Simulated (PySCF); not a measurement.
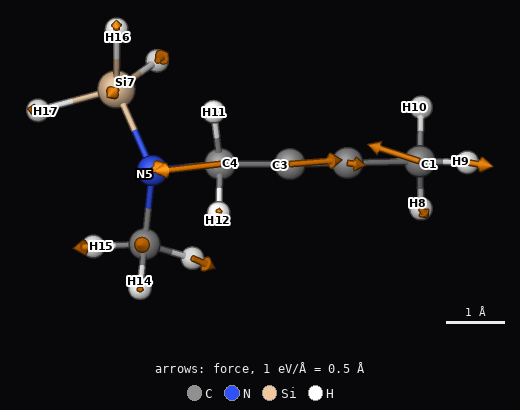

Starting geometry of C5H11NSi with the computed forces as orange arrows. Style: ball-and-stick. Shown at a tilt.

The start comes from GFN2-xTB. Its atoms were then displaced at random by about 0.01 Å.

These are results of PySCF, PBE0-D3(BJ)/def2-SVP geometry optimisation, gas phase, not measurements. 

Is this structure relaxed? If not, where do the atoms go?

Answer. It isn't relaxed: the largest force vector, on a C atom, is 2.58 eV/Å. The final displacements have little in common with the starting forces (cosine between the two patterns 0.24). After 6 geometry steps the energy has fallen by 0.199 eV. An H atom moves most after the best rigid fit: 0.15 Å. Largest moves by element: H 0.15 Å, Si 0.10 Å, C 0.07 Å, N 0.01 Å. Among the contacts that change: C–C 1.406 → 1.470 Å, H–Si 1.458 → 1.503 Å, C–H 1.077 → 1.108 Å, C–C 1.474 → 1.454 Å. Among the angles between lasting bonds that change: H–C–H 112.4° → 107.6°, C–C–H 107.7° → 111.3°, N–Si–H 104.6° → 107.8°.
